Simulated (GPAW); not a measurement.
# Y L₃ ELNES/XANES of YCu (Pm-3m) from DFT

Aim: the dependence of the Y L₃ near-edge features of YCu (Pm-3m) on volume.

Calculated with GPAW 26.7.0; X-ray absorption from dipole matrix elements to empty bands, plane-wave PAW LDA.

## 1. The structure

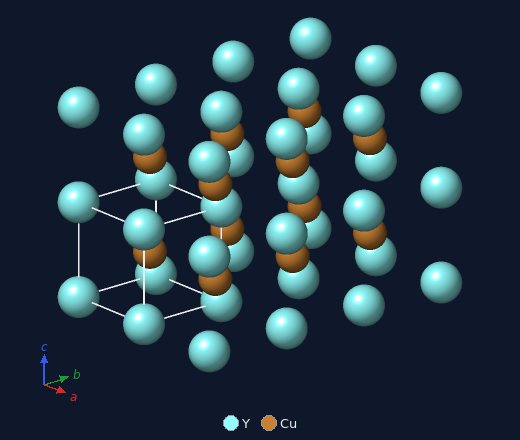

The cell as given, from a free direction (yttrium teal, copper orange). 2×3×2 cells are drawn. Some periodic images of atoms are drawn too.

Coordinates:

```cif
data_structure
_symmetry_space_group_name_H-M 'P 1'
_symmetry_Int_Tables_number 1
_cell_length_a 3.4581
_cell_length_b 3.4581
_cell_length_c 3.4581
_cell_angle_alpha 90.000
_cell_angle_beta 90.000
_cell_angle_gamma 90.000
_cell_volume 41.35
loop_
_atom_site_label
_atom_site_type_symbol
_atom_site_fract_x
_atom_site_fract_y
_atom_site_fract_z
_atom_site_occupancy
Y1 Y 0.00000 0.00000 0.00000 1
Cu2 Cu 0.50000 0.50000 0.50000 1
```

## 2. Ground state of the crystal

A plain self-consistent run shows whether there is a gap, which decides the set-up of the core-hole run.

scf.py reads:

```python
import numpy as np
from ase import Atoms
from ase.parallel import parprint, paropen
from gpaw import GPAW, PW, FermiDirac, Mixer, MixerDif, setup_paths
from gpaw.test import gen
setup_paths.insert(0, '.')
gen('Y', name='nch2p', xcname='LDA', corehole=(2, 1, 0), write_xml=True)
from gpaw.mpi import world
world.barrier()

atoms = Atoms('YCu',
    cell=[[3.45811539, 0, 0],
     [0, 3.45811539, 0],
     [0, 0, 3.45811539]],
    scaled_positions=[[0, 0, 0],
     [0.5, 0.5, 0.5]],
    pbc=True)
atoms.calc = calc = GPAW(legacy_gpaw=True, mode=PW(430), xc='LDA', setups={0: 'nch2p'},
    kpts={'size': (7, 7, 7), 'gamma': True}, occupations=FermiDirac(0.05),
    charge=0, mixer=Mixer(0.1, 5, 50), maxiter=150,
    convergence={'density': 0.0001}, txt='scf.txt')
energy = atoms.get_potential_energy() + calc.get_reference_energy()
ef = calc.get_fermi_level()
out = dict(energy=energy, fermi=ef, forces=atoms.get_forces().tolist())
parprint(f'all-electron energy {energy:.4f} eV, Fermi level {ef:.4f} eV')
ev = np.array([[calc.get_eigenvalues(k, s) for k in range(len(calc.get_ibz_k_points()))] for s in range(calc.get_number_of_spins())])
out['homo'], out['lumo'], out['counts'] = ev[ev < ef].max(), ev[ev > ef].min(), sorted(set((ev < ef).sum((0, 2)).tolist()))
out['filled'] = (ev[:, 0] < ef).sum(1).tolist()
import json
with paropen('out.json', 'w') as f:
    json.dump(out, f)
```

On the command line:

```sh
$ OMP_NUM_THREADS=1 mpirun -n 2 gpaw python scf.py
```

Numbers of over 12 decimals in the logs are rounded to 6 here.

The log of the run:

```text
Input parameters:
  convergence: {density: 0.0001}
  kpts: {gamma: True,
         size: (7, 7, 7)}
  maxiter: 150
  mixer: {backend: pulay,
          beta: 0.1,
          method: separate,
          nmaxold: 5,
          weight: 50}
  mode: {ecut: 430.0,
         name: pw}
  occupations: {fixmagmom: False,
                name: fermi-dirac,
                width: 0.05}
  setups: {0: nch2p}

Initialize ...

[... PAW data sets ...]

Reference energy: -136938.983471  # eV

Spin-paired calculation

[... convergence settings ...]
Symmetries present (total): 48
  [... symmetry matrices ...]

343 k-points: 7 x 7 x 7 Monkhorst-Pack grid
20 k-points in the irreducible part of the Brillouin zone
       k-points in crystal coordinates                weights
   0:     0.00000000    0.00000000    0.00000000          1/343
   1:     0.14285714    0.00000000    0.00000000          6/343
   2:     0.14285714    0.14285714    0.00000000         12/343
   3:     0.14285714    0.14285714    0.14285714          8/343
   4:     0.28571429    0.00000000    0.00000000          6/343
   5:     0.28571429    0.14285714    0.00000000         24/343
   6:     0.28571429    0.14285714    0.14285714         24/343
   7:     0.28571429    0.28571429    0.00000000         12/343
   8:     0.28571429    0.28571429    0.14285714         24/343
   9:     0.28571429    0.28571429    0.28571429          8/343
          ...
  19:     0.42857143    0.42857143    0.42857143          8/343

Wave functions: Plane wave expansion
  Cutoff energy: 430.000 eV
  Number of coefficients (min, max): 820, 861
  Pulay-stress correction: 0.000000 eV/Ang^3 (de/decut=0.000000)
  Using FFTW library
  Wavefunction extrapolation:
    Improved wavefunction reuse through dual PAW basis

Occupation numbers: Fermi-Dirac:
  width: 0.0500  # eV

Eigensolver
   Davidson(niter=2)

Densities:
  Coarse grid: 18*18*18 grid
  Fine grid: 36*36*36 grid
  Total Charge: 0.000000

Density mixing:
  Method: separate
  Backend: pulay
  Linear mixing parameter: 0.1
  old densities: 5
  Width of damping distribution: 1.1
  Damping of long wavelength oscillations: 50

[... Hamiltonian set-up ...]
Number of atoms: 2
Number of atomic orbitals: 22
Number of bands in calculation: 18
Number of valence electrons: 22
Bands to converge: occupied

... initialized

Initializing position-dependent things.

Density initialized from atomic densities
Creating initial wave functions:
  18 bands from LCAO basis set

Positions:
   0 Y      0.000000    0.000000    0.000000    ( 0.0000,  0.0000,  0.0000)
   1 Cu     1.729058    1.729058    1.729058    ( 0.0000,  0.0000,  0.0000)

Unit cell:
           periodic     x           y           z      points  spacing
  1. axis:    yes    3.458115    0.000000    0.000000    18     0.1921
  2. axis:    yes    0.000000    3.458115    0.000000    18     0.1921
  3. axis:    yes    0.000000    0.000000    3.458115    18     0.1921

  Lengths:   3.458115   3.458115   3.458115
  Angles:   90.000000  90.000000  90.000000

Effective grid spacing dv^(1/3) = 0.1921

iter:   1   -12.416294
iter:   2   -10.423830   -0.74  -1.13
iter:   3   -10.354698   -2.16  -1.47
iter:   4   -10.234978   -1.89  -1.55
iter:   5   -10.244708   -2.33  -1.99
iter:   6   -10.229423   -2.85  -2.33
iter:   7   -10.227909   -3.63  -2.87
iter:   8   -10.227847c  -5.72  -3.24
iter:   9   -10.227942c  -4.64  -3.33
iter:  10   -10.228005c  -3.96  -3.12
iter:  11   -10.227801c  -4.77  -3.31
iter:  12   -10.227795c  -6.07  -4.26c
iter:  13   -10.227796c  -7.81c -4.37c

Converged after 13 iterations.

Dipole moment: (-0.000000, -0.000000, -0.000000) |e|*Ang

Energy contributions relative to reference atoms: (reference = -136938.983471)

Kinetic:        -14.771117
Potential:      +11.963290
External:        +0.000000
XC:              -7.344202
Entropy (-ST):   -0.018272
Local:           -0.066631
SIC:             +0.000000
--------------------------
Free energy:    -10.236932
Extrapolated:   -10.227796

Showing only first 2 kpts
 Kpt  Band  Eigenvalues  Occupancy
  0     9      4.39973    2.00000
  0    10      7.77700    0.00020
  0    11      7.77700    0.00020
  0    12     12.07348    0.00000

  1     9      4.41510    2.00000
  1    10      7.75819    0.00029
  1    11      7.76825    0.00024
  1    12     10.96462    0.00000

Fermi level: 7.31687

No gap
No difference between direct/indirect transitions

Forces in eV/Ang:
  0 Y    -0.00000   -0.00000   -0.00000
  1 Cu    0.00000    0.00000    0.00000
Scalar-relativistic atomic LDA calculation for Y (Yttrium, Z=39)
Core hole in 2p state (2p occupation: 6.0)
750 radial gridpoints.
|------------------------------------------------|
|------------------------------------------------|
[... the atom generator's iteration count ...]

Energy contributions:
-------------------------
Kinetic:    +3468.645094
XC:          -105.479064
Potential:  -6743.658531
-------------------------
Total:      -3380.492502

state      eigenvalue         ekin         rmax
-----------------------------------------------
1s^2.0 :  -618.543443   785.386613        0.025
2s^2.0 :   -84.799187   156.853497        0.141
2p^6.0 :   -75.594584   151.889632        0.113
3s^2.0 :   -13.512336    39.809453        0.422
3p^6.0 :   -10.520490    36.681922        0.416
3d^10.0:    -5.564517    31.548104        0.361
4s^2.0 :    -1.763072     8.054635        1.128
4p^6.0 :    -1.027192     6.241997        1.244
4d^1.0 :    -0.097195     2.169838        1.804
5s^2.0 :    -0.155371     0.952255        3.320
5p^0.0 :    -0.054980     0.500247        4.410
-----------------------------------------------
(units: Bohr and Hartree)

Generating PAW setup
Kinetic energy of the core from tauc = 3468.026130082391
Cutoffs:
rc(s)=2.510
rc(p)=2.490
rc(d)=2.430
rc(vbar)=2.450
rc(comp)=2.410
rc(nct)=2.510

Kinetic energy of the core states: 3411.009492
Charge: 0.0
Core electrons: 28.0
Valence electrons: 11.0
Pseudo-core charge: 0.003786
Shape function alpha=1.722
Pseudo-electron charge 7.472037
state    eigenvalue         norm
--------------------------------
4s(2) :    -1.763072     0.685202
5s(2) :    -0.155371     0.971849
4p(6) :    -1.027192     0.548140
5p(0) :    -0.054980     0.976393
4d(1) :    -0.097195     0.865310
*d    :     0.902805
--------------------------------

Diagonalizing with gridspacing h=0.050

state   all-electron     PAW
-------------------------------
4s:      -1.763072    -1.763529
4p:      -1.027192    -1.027856
4d:      -0.097195    -0.097523
*f:                    0.059866
-------------------------------
all-electron energy -136949.2113 eV, Fermi level 7.3169 eV
```

Wall time 5.4 s (2 MPI ranks of Arm Neoverse V2, shared host); peak memory 0.17 GiB.

The mesh shows no gap, so the system is treated as a metal and the core electron is put at the Fermi level (neutral cell).

## 3. Supercell without a hole, the energy reference

The photon energy needs a difference of total energies, so the cell and mesh of the coming hole run are first run without a hole.

Edit scf.py of step 2 so:

```diff
@@ -10,11 +10,17 @@
 
-atoms = Atoms('YCu',
-    cell=[[3.45811539, 0, 0],
-     [0, 3.45811539, 0],
-     [0, 0, 3.45811539]],
+atoms = Atoms('Y4Cu4',
+    cell=[[3.45811539, 3.45811539, 3.45811539],
+     [-3.45811539, 3.45811539, -3.45811539],
+     [-3.45811539, -3.45811539, 3.45811539]],
     scaled_positions=[[0, 0, 0],
-     [0.5, 0.5, 0.5]],
+     [0, 0.5, 0.5],
+     [0.5, 0, 0.5],
+     [0.5, 0.5, 0],
+     [0.5, 0, 0],
+     [0.5, 0.5, 0.5],
+     [0, 0, 0.5],
+     [0, 0.5, 0]],
     pbc=True)
 atoms.calc = calc = GPAW(legacy_gpaw=True, mode=PW(430), xc='LDA', setups={0: 'nch2p'},
-    kpts={'size': (7, 7, 7), 'gamma': True}, occupations=FermiDirac(0.05),
+    kpts={'size': (5, 5, 5), 'gamma': True}, occupations=FermiDirac(0.1),
     charge=0, mixer=Mixer(0.1, 5, 50), maxiter=150,
```

The log of the run:

```text
Input parameters:
  convergence: {density: 0.0001}
  kpts: {gamma: True,
         size: (5, 5, 5)}
  maxiter: 150
  mixer: {backend: pulay,
          beta: 0.1,
          method: separate,
          nmaxold: 5,
          weight: 50}
  mode: {ecut: 430.0,
         name: pw}
  occupations: {fixmagmom: False,
                name: fermi-dirac,
                width: 0.1}
  setups: {0: nch2p}

Initialize ...

[...]
5s(2) :    -0.155371     0.971849
4p(6) :    -1.027192     0.548140
5p(0) :    -0.054980     0.976393
4d(1) :    -0.097195     0.865310
*d    :     0.902805
--------------------------------

Diagonalizing with gridspacing h=0.050

state   all-electron     PAW
-------------------------------
4s:      -1.763072    -1.763529
4p:      -1.027192    -1.027856
4d:      -0.097195    -0.097523
*f:                    0.059866
-------------------------------
all-electron energy -547796.9671 eV, Fermi level 7.2904 eV
[key lines of the parts left out:]
Converged after 16 iterations.
Dipole moment: (0.000000, 0.000000, 0.000000) |e|*Ang
Free energy:    -41.120037
Fermi level: 7.29037
```

Wall time 27 s (2 MPI ranks); peak memory 0.26 GiB; 54 s of CPU time.

Reference energy: -547796.967 eV with the cores included.

(Part 1 of 3 ends here.)

[Banner, clock and machine lines of the logs are left out without a mark of their own.]

[Logs are printed without paths, hosts, clocks, repeated set-up lines and the standing remarks that a program may print on its own settings, such as how far it seeks lower states.]

[Hosts, paths, dates, database ids (printed as entryN), source tags and the programs' standing remarks are cut or masked in the printed files.]

[Lists of maxima count a maximum above −3 eV only where it reaches 4 % of the highest in the window and stands out from its surroundings by 2 % of it (1.5 % where it reaches 55 %); shoulders and weaker maxima are passed over, and of the rest the first, up to two pre-edge ones and the few strongest are named.]
